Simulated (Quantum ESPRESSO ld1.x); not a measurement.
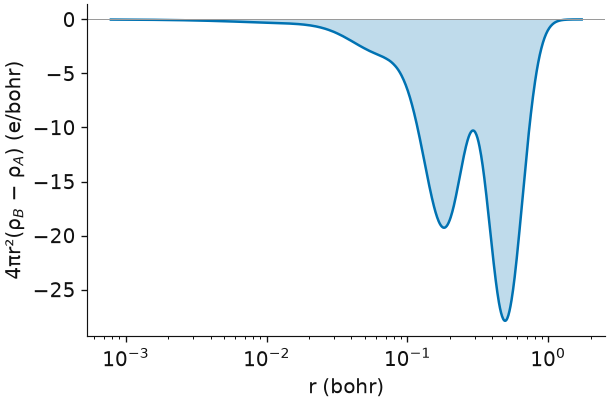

Two charge states of gadolinium were computed: Gd²⁶⁺ in [Kr] 4d2 (high spin); Gd³⁹⁺ in [Ar] 3d7 (high spin). The calculation used Quantum ESPRESSO ld1.x 7.5 at this level: scalar-relativistic Kohn-Sham, LDA (Slater exchange, Perdew-Wang correlation), spin-polarised, spherical densities, point nucleus.

The plot shows the radial density of run B less that of run A; on the logarithmic r axis, areas aren't charges.

Which run is A and which is B? Where does the charge move?

Answer. A is Gd²⁶⁺ in [Kr] 4d2 (high spin); B is Gd³⁹⁺ in [Ar] 3d7 (high spin). B holds hardly more charge than A anywhere and 13 electrons fewer where it is negative (most at r = 0.49 bohr), a net change of −13. The energy of B less that of A is 20.43 keV.
